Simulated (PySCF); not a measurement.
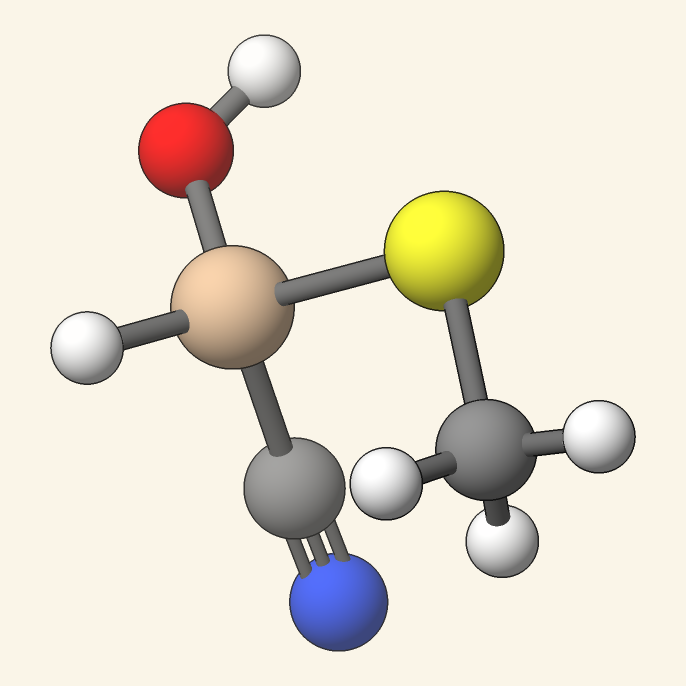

The picture shows a molecular structure as a ball-and-stick model. Double and triple bonds are drawn as two and three sticks. Colours: carbon grey, sulfur yellow, silicon light orange, oxygen red, nitrogen blue, hydrogen white.

The geometry was computed by an optimisation with GFN2-xTB. No frequency run is at hand to confirm it as a minimum.

Question: What is the molecular formula?

Answer: C₂H₅NOSSi, 11 atoms: 2 carbon, 5 hydrogen, 1 nitrogen, 1 oxygen, 1 sulfur and 1 silicon.

Question: Count the bonded pairs by element.

Answer: 3 C–H, 1 C–S, 1 S–Si, 1 O–Si, 1 C–Si, 1 C–N, 1 Si–H, 1 O–H.

The parts below concern this one geometry. Atoms keep their numbers from picture to picture.

Geometry

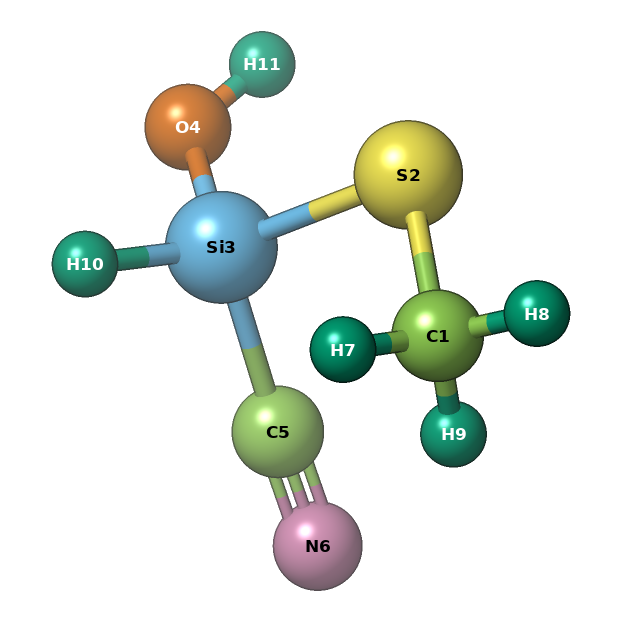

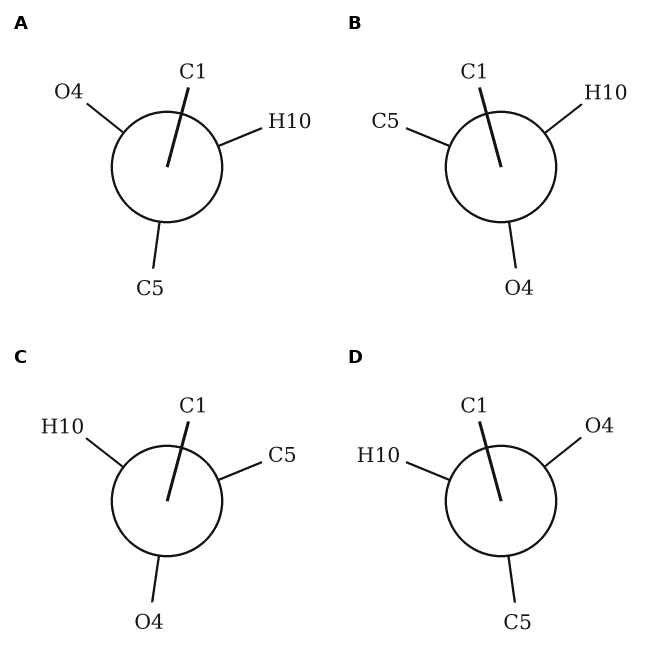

Distant atoms are faded towards the background colour. Bonds that would overlap in a projection are set slightly apart. No frequency run is at hand to confirm it as a minimum.

Question: Which Newman projection shows the view along S2–Si3, with S2 in front?

Answer: B. The torsion angle C1–S2–Si3–O4 is −173°, antiperiplanar (anti).

Polarisability

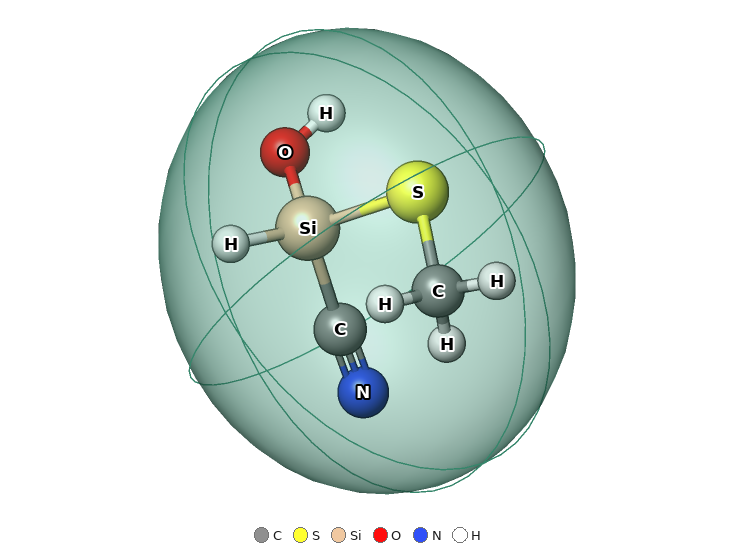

The ellipsoid shows the static dipole polarisability: its half-axes are proportional to the principal values. No frequency run is at hand to confirm it as a minimum. Method: PBE0/def2-SVPD (PySCF 2.14.0).

Question: Give the principal values, the mean and the anisotropy.

Answer: Principal values 63.2, 81.0, 83.2 bohr³; mean 75.8 bohr³ (11.23 Å³); anisotropy 19.0 bohr³, so the longest axis is 1.32 times the shortest.

NMR shielding

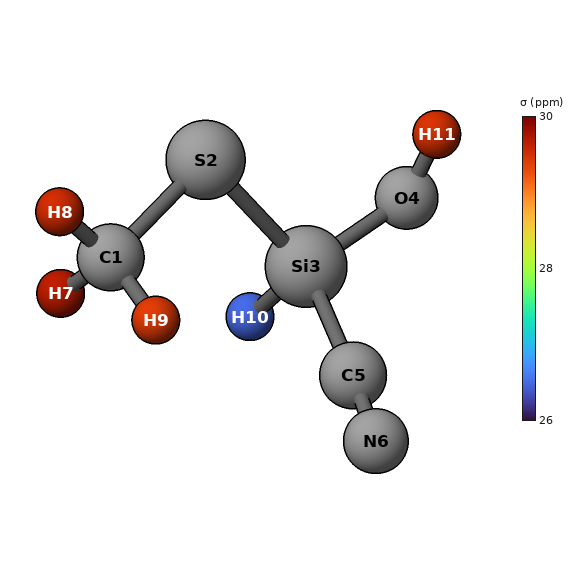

Atoms are coloured by their isotropic NMR shieldings (H only, the others grey). No frequency run is at hand to confirm it as a minimum. Properties computed with GIAO PBE0/pcSseg-1 NMR shielding, non-relativistic, gas phase (PySCF 2.14.0).

Question: Which H atom is the most shielded (lowest chemical shift)?

Answer: H7 (29.67 ppm).

Question: Which H atom is the least shielded (highest chemical shift)?

Answer: H10 (26.49 ppm).

Question: How wide is the range of H shifts?

Answer: 3.18 ppm.

List the isotropic NMR shieldings of the H atoms.

```csv
atom,σ (ppm)
H7,29.67
H8,29.53
H9,29.39
H10,26.49
H11,29.47
```

Excitation

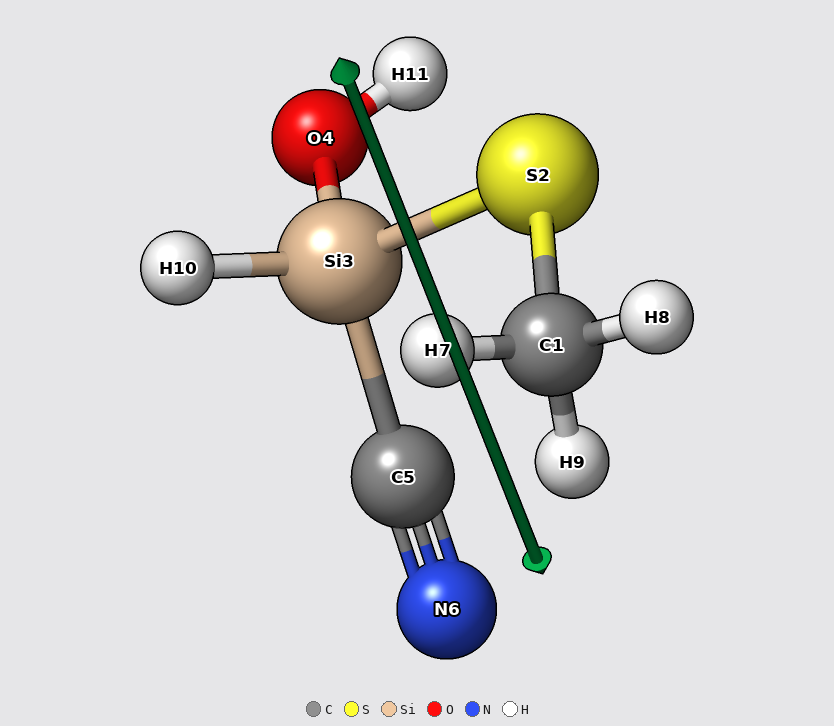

The double arrow shows the direction of the transition dipole to excited singlet state 2 (its length means nothing). No frequency run is at hand to confirm it as a minimum. Level of theory: TDDFT PBE0/def2-SVPD, vertical, gas phase, core orbitals frozen in the response (PySCF 2.14.0).

Question: Give its energy, strength and character.

Answer: 5.63 eV (220 nm), oscillator strength 0.019, mainly HOMO → LUMO+1 (weight 0.97); transition dipole 0.95 D.

The geometry is semi-empirical. Around Si such bond lengths and angles can be off by a tenth of an ångström or more and by several degrees, and values that hang on the shape move with them.
